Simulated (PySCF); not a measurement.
C₄H₆F₃O₂P

```yaml
atoms:
  - { symbol: O, position_ang: [-1.3678, -2.1120, -0.2849] }
  - { symbol: P, position_ang: [-0.8506, -0.7462, -0.0357] }
  - { symbol: O, position_ang: [-1.0512, -0.1631, 1.4675] }
  - { symbol: C, position_ang: [0.8646, -0.3878, -0.3464] }
  - { symbol: C, position_ang: [1.5138, 0.8535, 0.2138] }
  - { symbol: C, position_ang: [1.8696, -0.4791, 0.7744] }
  - { symbol: C, position_ang: [-1.7768, 0.5316, -1.0544] }
  - { symbol: F, position_ang: [-1.4851, 0.3849, -2.3490] }
  - { symbol: F, position_ang: [-1.4505, 1.7782, -0.7021] }
  - { symbol: F, position_ang: [-3.0920, 0.3924, -0.9019] }
  - { symbol: H, position_ang: [-1.8260, -0.5607, 1.8877] }
  - { symbol: H, position_ang: [1.1747, -0.7279, -1.3395] }
  - { symbol: H, position_ang: [0.8949, 1.5160, 0.8233] }
  - { symbol: H, position_ang: [2.2297, 1.3634, -0.4353] }
  - { symbol: H, position_ang: [2.8382, -0.9186, 0.5254] }
  - { symbol: H, position_ang: [1.4933, -0.7282, 1.7694] }
```

Geometry: PBE0-D3(BJ)/def2-SVP.

Computed with PBE0/pcSseg-1, SCF density, gas phase, non-relativistic (PySCF).

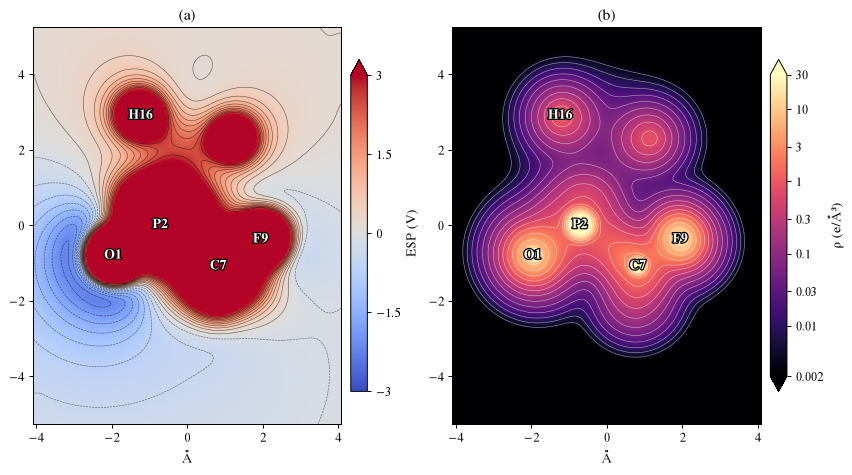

Figure 1. (a) molecular electrostatic potential; (b) total electron density on the plane of atoms O1, P2 and C7.

**What does the map show?**

The section cuts through O, P, C, F and H sites.
C–F (1.34 Å): ρ at the midpoint is about 2.4 e/Å³.
P–O (1.48 Å): the density is about 1.8 e/Å³ at the midpoint.
C–P (1.88 Å): the density is about 1.2 e/Å³ at the midpoint.
Outside the dense part of the molecule the potential is most negative (−2.2 V) near O1.

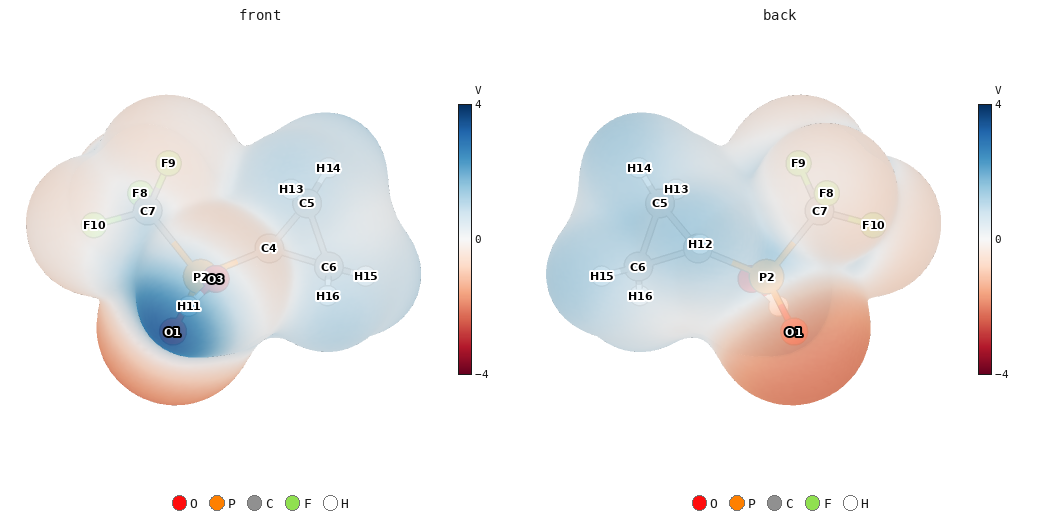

Figure 2. The molecular electrostatic potential painted on the density surface at 0.002 e/bohr³, seen from the front and from behind; the colour scale runs from red (negative) to blue (positive).

**Where is the surface potential most negative and most positive?**

The most negative region (about −1.9 V) lies over O1, the most positive (about +3.0 V) over H11. O1 is the likeliest acceptor of a hydrogen bond.
